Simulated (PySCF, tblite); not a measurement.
# C₄H₁₀FNSi: geometry, infrared bands and NMR shifts

What infrared bands and NMR shifts should C₄H₁₀FNSi (`N[Si]1(F)CCCC1`) show?

The runs use tblite 0.8.0 and PySCF 2.14.0, with density-fitted response routines of our own; the level of theory stands in each step. All values are computed, except where a source is named. Atoms are numbered from 0 throughout.

## (1) Starting geometry

17 atoms, charge 0, multiplicity 1; geometry from: force field or distance geometry start.

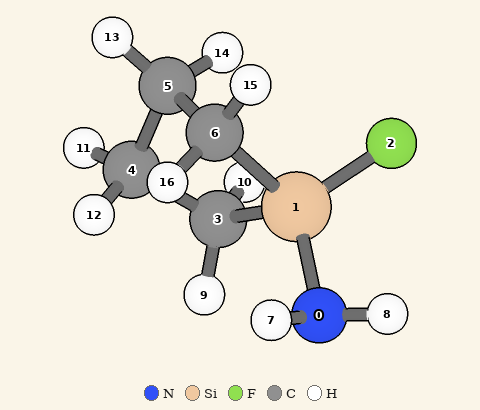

As it starts; nitrogen blue, silicon light orange, fluorine green, carbon grey, hydrogen white, atoms numbered; sticks join atoms by distance.

## (2) Relaxing the molecule with GFN2-xTB

The job: settings as JSON, then the geometry in Å.

```
{"job": {"kind": "relax", "xc": "GFN2-xTB", "basis": "xTB"}, "charge": 0, "multiplicity": 1}
N      2.179900    -0.837200     0.965700
Si     0.953500    -0.511300    -0.291100
F      1.491800    -0.778400    -1.839800
C     -0.703800    -1.305800     0.075400
C     -1.530900    -0.060200     0.346900
C     -1.061200     0.978600    -0.673800
C      0.364100     1.272700    -0.205300
H      2.180700     0.003600     1.617200
H      3.119300    -0.913500     0.507700
H     -0.623400    -1.949400     0.985600
H     -1.125100    -1.840700    -0.785800
H     -2.616700    -0.243800     0.268700
H     -1.276100     0.372300     1.351700
H     -1.689700     1.868300    -0.703000
H     -0.996800     0.466000    -1.644100
H      0.917300     1.932300    -0.857000
H      0.410100     1.558400     0.871100
```

The run is started by

```bash
$ OMP_NUM_THREADS=1 python probes_run.py task.json out
```

This one command runs all jobs of the session in turn.

Output:

```text
step      E/eV     max force
  0    -628.35015    1.936
  1    -628.55553    0.895
  2    -628.65724    0.665
  3    -628.69599    0.665
  4    -628.75451    0.543
  5    -628.78300    0.503
  6    -628.83865    0.532
  7    -628.87319    0.461
  8    -628.90107    0.400
  9    -628.92157    0.369
 10    -628.94797    0.441
 11    -628.98021    0.563
 12    -629.01166    0.375
 13    -629.03089    0.235
 14    -629.04017    0.261
 15    -629.04714    0.242
 16    -629.05382    0.195
 17    -629.05934    0.174
 18    -629.06318    0.121
 19    -629.06576    0.134
 20    -629.06781    0.101
 21    -629.06965    0.101
 22    -629.07113    0.078
 23    -629.07223    0.079
 24    -629.07327    0.075
 25    -629.07460    0.099
 26    -629.07623    0.111
 27    -629.07770    0.080
 28    -629.07865    0.070
 29    -629.07930    0.062
 30    -629.07993    0.052
 31    -629.08051    0.055
 32    -629.08086    0.036
 33    -629.08105    0.037
 34    -629.08126    0.041
 35    -629.08156    0.052
 36    -629.08191    0.062
 37    -629.08221    0.054
 38    -629.08244    0.045
 39    -629.08272    0.040
 40    -629.08312    0.049
 41    -629.08363    0.063
 42    -629.08416    0.061
 43    -629.08466    0.054
 44    -629.08518    0.055
 45    -629.08586    0.060
 46    -629.08679    0.070
 47    -629.08782    0.075
 48    -629.08882    0.087
 49    -629.08980    0.114
 50    -629.09055    0.120
 51    -629.08986    0.286
 52    -629.09211    0.076
 53    -629.09261    0.044
 54    -629.09348    0.067
 55    -629.09376    0.053
 56    -629.09429    0.053
 57    -629.09460    0.039
 58    -629.09479    0.028
 59    -629.09491    0.026
 60    -629.09508    0.034
 61    -629.09527    0.036
 62    -629.09541    0.023
 63    -629.09549    0.026
 64    -629.09554    0.025
 65    -629.09560    0.022
 66    -629.09571    0.018
 67    -629.09577    0.025
 68    -629.09582    0.021
 69    -629.09587    0.021
 70    -629.09595    0.022
 71    -629.09602    0.018
 72    -629.09606    0.015
 73    -629.09610    0.013
 74    -629.09612    0.011
 75    -629.09614    0.008
```

Wall time 0.83 s (1 thread of Arm Neoverse N1, shared host); peak memory 0.18 GiB.

The steps of the relaxation: (not every step is listed)

```csv
step,energy from step 0 (eV),largest force (eV/Å)
0,0.0000,1.9361
1,-0.2054,0.8951
2,-0.3071,0.6650
3,-0.3458,0.6653
4,-0.4044,0.5434
5,-0.4329,0.5034
6,-0.4885,0.5317
7,-0.5230,0.4610
8,-0.5509,0.3997
14,-0.6900,0.2612
20,-0.7177,0.1013
26,-0.7261,0.1105
32,-0.7307,0.0356
38,-0.7323,0.0450
44,-0.7350,0.0555
50,-0.7404,0.1203
56,-0.7441,0.0529
62,-0.7453,0.0233
68,-0.7457,0.0206
70,-0.7458,0.0218
71,-0.7459,0.0179
72,-0.7459,0.0147
73,-0.7459,0.0135
74,-0.7460,0.0112
75,-0.7460,0.0082
```

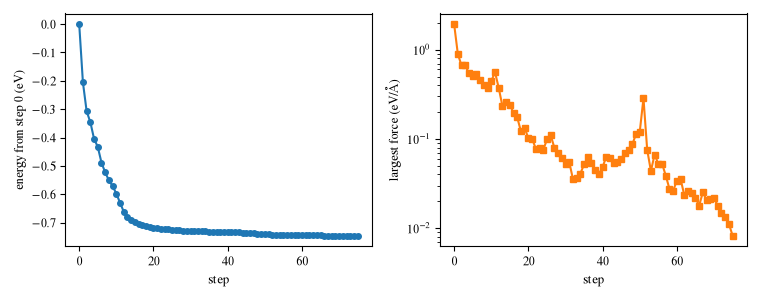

Energy and largest force along the relaxation.

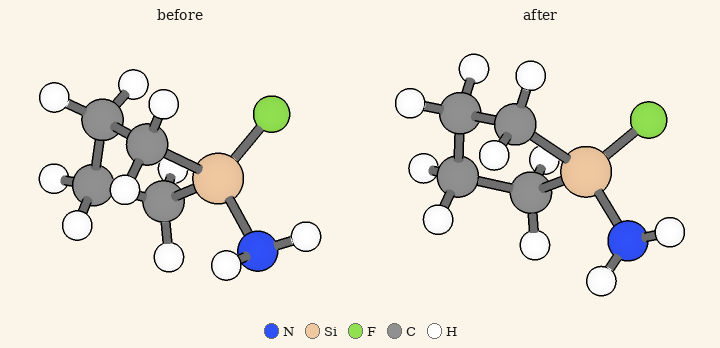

The geometry before (left) and after (right).

Close pairs (by a distance rule), those that changed most:

```csv
bond,before (Å),after (Å),change (Å)
N0–Si1,1.786,1.717,-0.069
N0–H7,1.064,1.005,-0.059
N0–H8,1.048,1.006,-0.042
Si1–F2,1.661,1.623,-0.038
C4–H12,1.123,1.093,-0.030
C3–H9,1.118,1.087,-0.030
Si1–C6,1.881,1.905,+0.024
C6–H16,1.115,1.091,-0.024
```

The end geometry stands in the next job.

## (3) Vibrational analysis with GFN2-xTB

The job: settings as JSON, then the geometry in Å.

```
{"job": {"kind": "ir", "xc": "GFN2-xTB", "basis": "xTB"}, "charge": 0, "multiplicity": 1}
N      2.269178    -0.851482     0.923058
Si     1.063003    -0.464826    -0.236439
F      1.743511    -0.955793    -1.625900
C     -0.626289    -1.264214     0.088946
C     -1.561261    -0.078915     0.352174
C     -1.154744     1.070597    -0.571469
C      0.356491     1.293195    -0.431503
H      2.137099    -0.618506     1.891779
H      3.234921    -0.753173     0.658428
H     -0.645756    -1.966822     0.918353
H     -0.964347    -1.805562    -0.794229
H     -2.607467    -0.350080     0.197434
H     -1.449377     0.244168     1.390030
H     -1.717046     1.977106    -0.338691
H     -1.381444     0.789952    -1.602204
H      0.743665     1.847742    -1.284043
H      0.552864     1.898641     0.454365
```

Output:

```text
mode    cm-1     km/mol
  1      77.8      1.75
  2     123.8      4.96
  3     182.4      7.40
  4     215.3     14.29
  5     223.8      7.74
  6     230.0     32.90
  7     264.8      1.13
  8     393.0     17.31
  9     462.6    231.45
 10     503.8     11.59
 11     657.7      7.28
 12     722.1     70.92
 13     732.9     31.85
 14     766.3     22.76
 15     781.2     66.61
 16     863.2    287.07
 17     895.6     13.68
 18     924.0     10.83
 19     940.6    180.30
 20     963.8     22.74
 21    1031.4      2.24
 22    1058.7     27.16
 23    1107.2      7.82
 24    1129.0     40.70
 25    1204.4      0.26
 26    1216.0      0.17
 27    1278.2      3.03
 28    1284.4     15.69
 29    1327.8      3.39
 30    1338.2      1.00
 31    1479.2      1.56
 32    1482.9      6.05
 33    1498.4     10.64
 34    1501.5     53.35
 35    1507.9      2.02
 36    2957.1     20.12
 37    2965.3     29.70
 38    2977.3     24.07
 39    2983.7     80.11
 40    2984.1     76.69
 41    2998.1     88.61
 42    3014.4     25.50
 43    3024.3     45.11
 44    3489.9      8.71
 45    3534.2      1.40
```

It took 0.92 s on 1 thread of Arm Neoverse N1, shared host; peak memory 0.18 GiB.

The strongest bands and the atoms that carry them (share of the mass-weighted mode):

```csv
cm⁻¹,km/mol,atoms
463,231.4,"H7 41 %, H8 38 %, N0 19 %"
722,70.9,"Si1 23 %, C3 17 %, H10 16 %, C6 13 %"
781,66.6,"H15 16 %, C6 16 %, Si1 13 %, F2 10 %"
863,287.1,"Si1 33 %, F2 12 %, H7 12 %, H8 11 %"
941,180.3,"Si1 35 %, N0 33 %"
2984,80.1,"H13 36 %, H14 24 %, H11 24 %"
2984,76.7,"H16 61 %, H14 21 %"
2998,88.6,H10 79 %
```

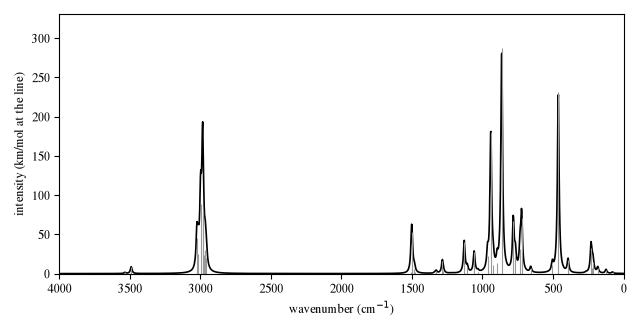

The infrared spectrum from these modes, unscaled. Lines are broadened to a width of 14 cm⁻¹ (Lorentzian).

## (4) NMR shieldings: PBE0/pcSseg-1

Settings changed since step 3:

```diff
@@ -1,2 +1,2 @@
-{"job": {"kind": "ir", "xc": "GFN2-xTB", "basis": "xTB"}, "charge": 0, "multiplicity": 1}
+{"job": {"kind": "nmr", "xc": "PBE0", "basis": "pcSseg-1"}, "charge": 0, "multiplicity": 1}
 N      2.269178    -0.851482     0.923058
```

Level: GIAO PBE0/pcSseg-1 NMR shielding, non-relativistic, gas phase.

Output:

```text
coarse grid: 14320 points
cycle   1  E = -601.9792987947  dE =  7.045e-01  |g| = 7.238e-01  |ddm| = 3.652e+00
cycle   2  E = -601.9261394912  dE =  5.316e-02  |g| = 9.406e-01  |ddm| = 1.208e+00
cycle   3  E = -602.0840054942  dE = -1.579e-01  |g| = 7.322e-02  |ddm| = 6.954e-01
cycle   4  E = -602.0847796787  dE = -7.742e-04  |g| = 3.275e-02  |ddm| = 7.059e-02
cycle   5  E = -602.0849826855  dE = -2.030e-04  |g| = 5.362e-03  |ddm| = 2.683e-02
cycle   6  E = -602.0849882820  dE = -5.596e-06  |g| = 1.547e-03  |ddm| = 5.777e-03
final grid: 133080 points
cycle   7  E = -602.1288063393  dE = -3.549e-05  |g| = 9.731e-03  |ddm| = 2.513e-02
cycle   8  E = -602.1287933922  dE =  1.295e-05  |g| = 1.238e-02  |ddm| = 1.669e-02
cycle   9  E = -602.1288286281  dE = -3.524e-05  |g| = 7.321e-04  |ddm| = 9.319e-03
cycle  10  E = -602.1288286991  dE = -7.102e-08  |g| = 2.933e-04  |ddm| = 6.582e-04
cycle  11  E = -602.1288287119  dE = -1.284e-08  |g| = 3.673e-05  |ddm| = 2.005e-04
cycle  12  E = -602.1288287121  dE = -2.158e-10  |g| = 1.215e-05  |ddm| = 4.421e-05
converged SCF energy = -602.1288287121

GIAO shielding tensors (ppm)
atom      isotropic    diamagn.    paramagn.     s11        s22        s33       span
  0 N      247.203     317.498     -70.295    206.251    261.739    273.618     67.366
  1 Si     314.440     877.373    -562.934    292.510    304.415    346.395     53.884
  2 F      350.924     469.199    -118.275    319.602    363.161    370.008     50.406
  3 C      171.916     255.879     -83.963    162.540    172.961    180.248     17.708
  4 C      157.732     248.930     -91.198    144.113    158.225    170.858     26.745
  5 C      157.363     248.566     -91.203    141.497    159.545    171.048     29.551
  6 C      170.234     256.706     -86.472    162.220    168.589    179.892     17.672
  7 H       31.562      31.356       0.206     24.236     27.863     42.588     18.352
  8 H       30.927      28.718       2.209     23.639     26.730     42.412     18.772
  9 H       31.023      31.504      -0.480     26.832     28.546     37.692     10.860
 10 H       31.110      31.443      -0.334     26.692     28.616     38.021     11.329
 11 H       29.712      30.453      -0.741     24.544     27.505     37.086     12.541
 12 H       30.726      32.339      -1.614     26.404     28.805     36.967     10.563
 13 H       29.718      30.529      -0.812     24.445     27.609     37.098     12.653
 14 H       30.429      31.614      -1.185     26.001     28.407     36.879     10.878
 15 H       30.847      31.127      -0.280     26.788     28.270     37.482     10.694
 16 H       31.559      32.556      -0.997     27.093     29.336     38.247     11.154
```

It took 56 s on 1 thread of Arm Neoverse N1, shared host; peak memory 0.81 GiB.

Shifts follow as δ = σ(reference) − σ, with reference shieldings (ppm) from runs at the same level and on the same kind of geometry: ¹H TMS 31.72, ¹³C TMS 186.9, ²⁹Si TMS 349.2, ¹⁹F CFCl3 170.9, ¹⁵N NH3 267.7. The references are single molecules in the gas phase, so shifts against H2O, NH3, PH3, H3PO4 or CFCl3 are not on the usual liquid scales and can be off by tens of ppm. Atoms listed in one row are averaged.

```csv
atoms,environment,σ (ppm),δ (ppm),δ scaled to CDCl3
"C4, C5",sp3 CH2 in a ring,157.5,29.4,26.8
"C3, C6",sp3 CH2 bonded to Si,171.1,15.9,13.6
"H11, H14",hydrogen on an sp3 CH2 in a ring,30.07,1.65,1.66
"H12, H13",hydrogen on an sp3 CH2 in a ring,30.22,1.50,1.52
"H10, H15",hydrogen on an sp3 CH2 bonded to Si,30.98,0.74,0.80
"H7, H8",hydrogen on a nitrogen bonded to Si,31.24,0.47,–
"H9, H16",hydrogen on an sp3 CH2 bonded to Si,31.29,0.43,0.51
N0,"nitrogen bonded to Si, 2 H",247.2,20.5,–
Si1,"silicon bonded to 2 C, F, N, in a 5-membered ring",314.4,34.7,–
F2,fluorine bonded to Si,350.9,-180.0,–
```

The scaled column applies a straight-line fit of computed shieldings to shifts measured in CDCl3, and one for carbons that bear F (root-mean-square error 0.16 ppm for H, 1.9 ppm for C).

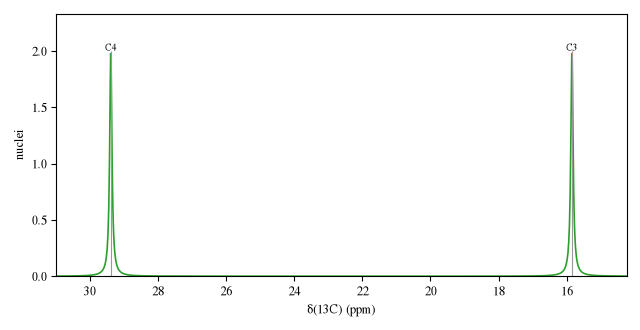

¹³C lines at the computed shifts, without couplings. Lines are broadened to a width of 0.08 ppm (Lorentzian).

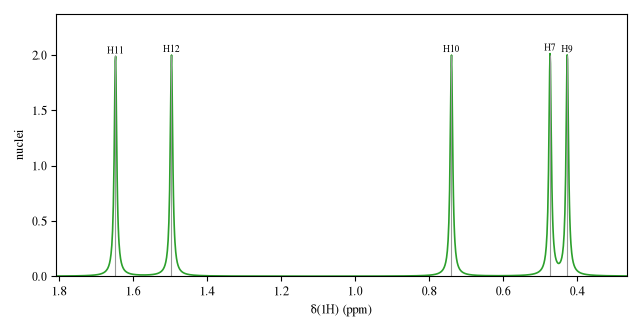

¹H lines at the computed shifts, without couplings. Lines are broadened to a width of 0.01 ppm (Lorentzian).

The run also stored atomic charges by several schemes (e):

```csv
atoms,Mulliken,IAO,Hirshfeld,ESP fit
N0,-0.63,-0.85,-0.32,-1.11
Si1,1.25,1.42,0.49,0.88
F2,-0.43,-0.54,-0.22,-0.34
"C3, C6",-0.58,-0.60,-0.17,-0.31
"C4, C5",-0.23,-0.25,-0.07,0.04
```

IAO charges:

N0 -0.85; Si1 1.42; F2 -0.54; C3 -0.59; C4 -0.25; C5 -0.25; C6 -0.60; H7 0.27; H8 0.27; H9 0.15; H10 0.15; H11 0.14; H12 0.12; H13 0.13; H14 0.13; H15 0.15; H16 0.14

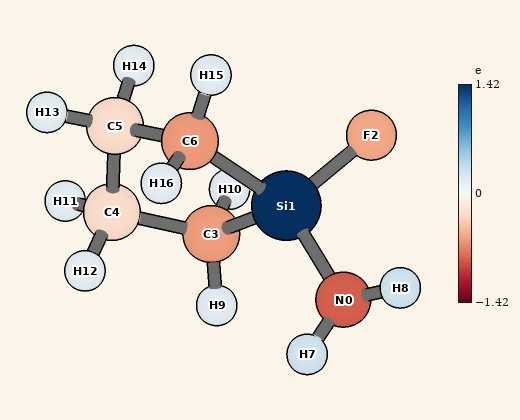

IAO charges, as colours on the atoms.

Mayer bond orders: N0–Si1 1.07, Si1–F2 0.94, Si1–C3 0.88, C3–C4 1.03, C4–C5 1.02, C5–C6 1.03, C6–Si1 0.86.

Ring of atoms Si1, C3, C4, C5, C6: NICS(0) -4.0, NICS(1) -3.5, NICS(1)zz -1.7 ppm (means of both faces).

Orbitals, density, ELF and potential are computed afterwards from the orbital file.

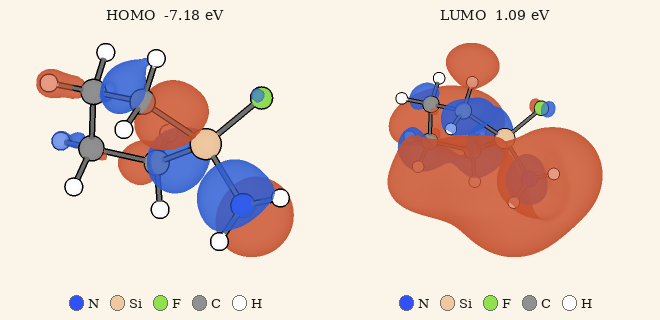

PBE0/pcSseg-1 orbitals near the gap, drawn at the value that encloses 70 % of each; the two colours are the two signs.

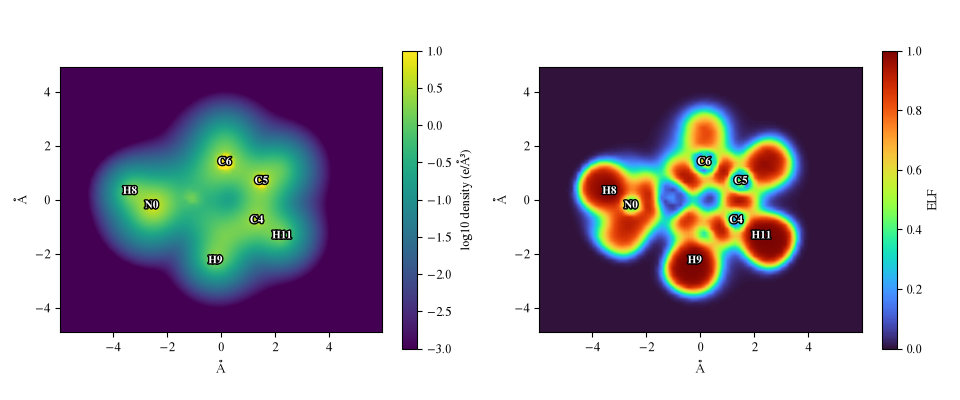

Density (left) and ELF (right) in a plane through or near 7 of the atoms.

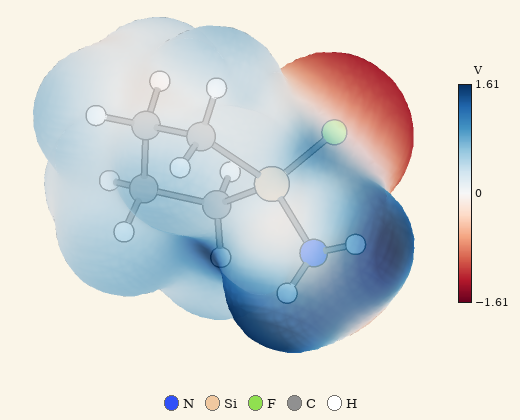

The potential that a unit positive charge feels on the 0.002 e/bohr³ surface, from -1.29 V near F2 to 1.61 V near H7.

## (5) What came out

| quantity | value |
| --- | --- |
| strongest single infrared mode (GFN2-xTB) | 863 cm⁻¹, 287 km/mol |
| zero-point energy (GFN2-xTB) | 87.6 kcal/mol |
| ¹³C shifts against TMS (PBE0/pcSseg-1, means over atoms taken as alike) | 29.4, 15.9 ppm |
| ¹H shifts against TMS (PBE0/pcSseg-1, means over atoms taken as alike) | 1.65, 1.50, 0.74, 0.47, 0.43 ppm |
| ¹⁵N shifts against NH3 (PBE0/pcSseg-1) | 20.5 ppm |
| ²⁹Si shifts against TMS (PBE0/pcSseg-1) | 34.7 ppm |
| ¹⁹F shifts against CFCl3 (PBE0/pcSseg-1) | -180.0 ppm |
| surface potential, least and greatest | -1.29 V and 1.61 V |

Over 75 steps the energy fell by 0.746 eV; of the close pairs, N0–Si1 changed most, 1.786 to 1.717 Å. All 45 modes are real, so the xTB geometry is a minimum. The strongest single mode, at 863 cm⁻¹, has its largest shares on Si1, F2, H7 and H8 (the list is cut at 4 atoms). GFN2-xTB is a fitted tight-binding method: band positions and strengths are rough. Its intensities can rank the bands wrongly. At PBE0/pcSseg-1: The largest span, 67 ppm, is at N0, where the paramagnetic term is -70 ppm.
